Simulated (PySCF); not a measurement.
# C$_{4}$H$_{6}$O$_{2}$, SMILES `CC1OCC1=O`: electronic structure

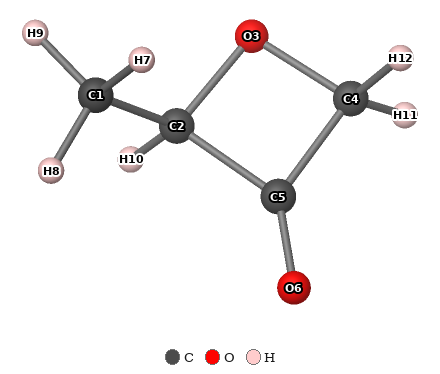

The molecule, with its atoms numbered as below. No frequency check shows the geometry to be a minimum.

Coordinates in Å:

```
C1      -1.7984   -0.6026    0.3037
C2      -0.6480    0.0032   -0.4834
O3      -0.3309    1.3622   -0.1273
C4       1.0012    1.0356    0.2754
C5       0.7496   -0.4146   -0.0648
O6       1.3662   -1.4340   -0.0104
H7      -1.6258   -0.4832    1.3705
H8      -1.8749   -1.6610    0.0695
H9      -2.7277   -0.1038    0.0417
H10     -0.8270   -0.0880   -1.5617
H11      1.7593    1.5336   -0.3353
H12      1.1876    1.2468    1.3321
```

### 1. Bonding charge

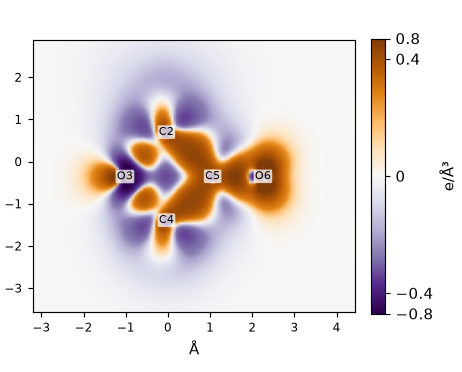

Deformation density (molecule less spherical, spin-averaged free atoms) in the plane of C2, O3, C4, C5 and O6; colour scale in e/Å³, logarithmic beyond ±0.1; orange: gain, purple: loss.

Method: B3LYP/def2-SVP; geometry: GFN2-xTB; program: PySCF.

Describe the bonding that the map shows.

Answer. C5–O6: +0.62 e/Å³ at the bond critical point (bond length 1.19 Å, Mayer order 2.2). C2–C5: +0.56 e/Å³ at the bond critical point (bond length 1.52 Å, Mayer order 1.0). C4–C5: +0.55 e/Å³ at the bond critical point (bond length 1.51 Å, Mayer order 1.0). O3–C4: +0.17 e/Å³ at the bond critical point (bond length 1.43 Å, Mayer order 1.0). C2–O3: +0.16 e/Å³ at the bond critical point (bond length 1.44 Å, Mayer order 1.0). In all, 2.8 electrons gather in the regions of gain relative to the promolecule.

Where do the Hirshfeld charges lie?

Answer. The highest Hirshfeld charge is on C5 (+0.17 e), the lowest on O6 (−0.22 e).

### 2. Electrostatic potential

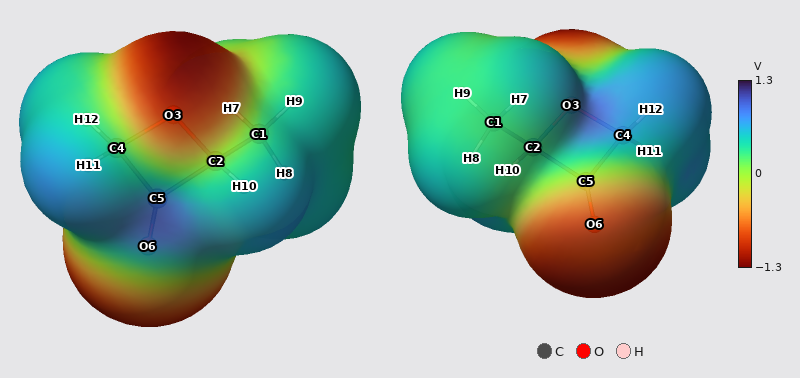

Electrostatic potential on the surface of electron density 0.001 a.u. (back view left, front view right).

Where are the extremes of the potential on the surface?

Answer. Highest: 0.95 V, over C5, off the plane of its three bonds (2.0 Å). Further maxima include 0.75 V, 1.3 Å from H11; 0.72 V, 1.4 Å from H10. Lowest: −1.29 V, 1.7 Å from O3. The surface is sampled at points, so like sites can differ by a few per cent and only the strongest of them is named.

What volume does the surface enclose, and what is the dipole moment?

Answer. About 110 Å³; the dipole moment is 0.9 D.

### 3. Excited states

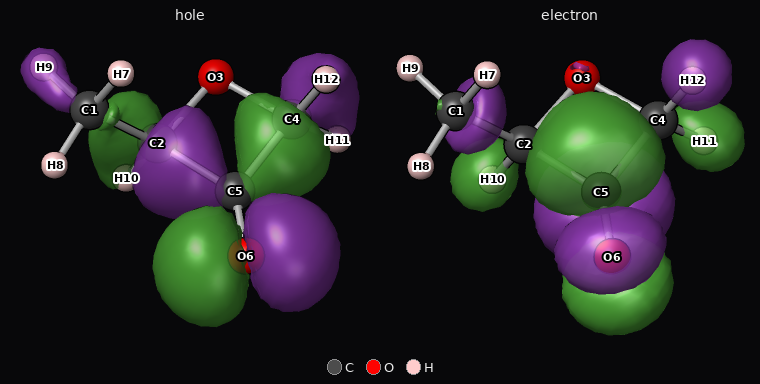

Leading natural transition orbital pair of S₁ (TDA singlet states); the surfaces enclose about 85 % of each orbital's density.

PySCF calculation, PBE0/def2-SVP, gas phase; geometry: GFN2-xTB. Without diffuse functions Rydberg states are missing, so the states' numbers hold for this basis only.

Where does the state lie, and where do hole and electron sit?

Answer. 4.36 eV (284 nm), f = 0.000 (very weak); the leading pair carries 100 %; hole on O6 (55 %), C5 (13 %) and C2 and C4 (12 % each), electron on C5 (42 %), O6 (32 %) and C2 and C4 (6 % each); their centroids lie 0.2 Å apart. In canonical orbitals it is mainly HOMO → LUMO (98 %). The HOMO–LUMO gap is 6.62 eV.

### 4. Localised orbitals

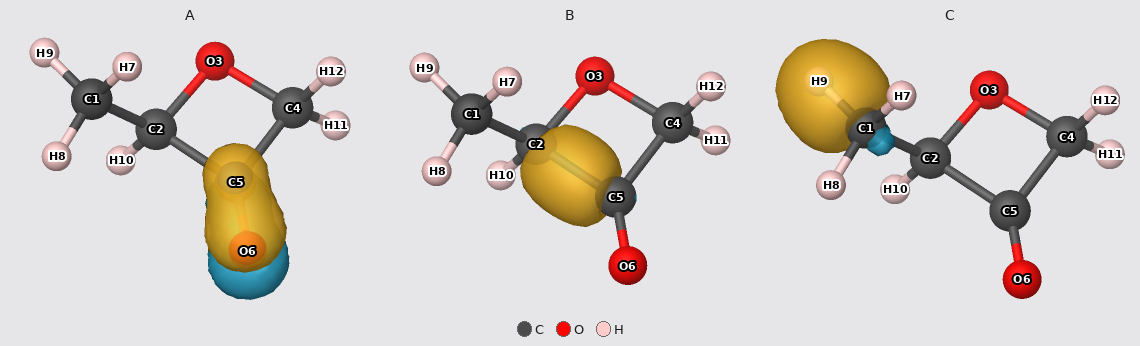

Pipek–Mezey orbitals, occupied; each surface holds about 70 % of the orbital's density. Energies are diagonal elements of the Fock matrix.

Method: PBE/def2-SVP; geometry: GFN2-xTB; program: PySCF.

Identify each orbital.

Answer. By panel:
- A: π bond O6–C5 (O6 65 %, C5 35 %; −9.8 eV)
- B: σ bond C2–C5 (C2 50 %, C5 49 %; −14.0 eV)
- C: σ bond C1–H9 (C1 55 %, H9 44 %; −11.8 eV)

Which has the smallest and which the largest spatial spread?

Answer. Smallest: B (0.81 Å); largest: A (0.98 Å).

How do all the valence pairs divide up?

Answer. 17 pairs: 12 σ bonds, 4 lone pairs and 1 two-centre π bond.
